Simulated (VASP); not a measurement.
Band structure of SrO (space group Fm-3m). All values below come from PBEsol GGA, VASP's PBE PAW potentials (set 64) (plane waves; VASP 6.6.1).

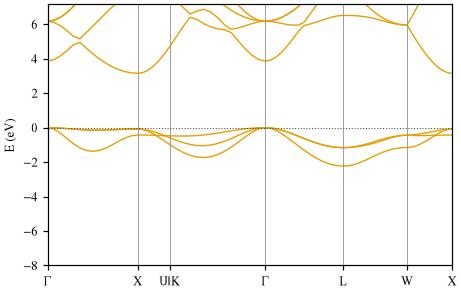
Bands along high-symmetry lines, zero at the valence-band maximum or, without a gap, the Fermi level

### Question
Read the plot: is there a gap, and where are the band edges?

### Answer
The gap is indirect, 3.15 eV, from the valence maximum at Γ to the conduction minimum at X. (Edges off the drawn lines would not show.)

The structure comes from a measured SrO entry (Fm-3m) of the Crystallography Open Database, whose conditions weren't checked. It was relaxed first.
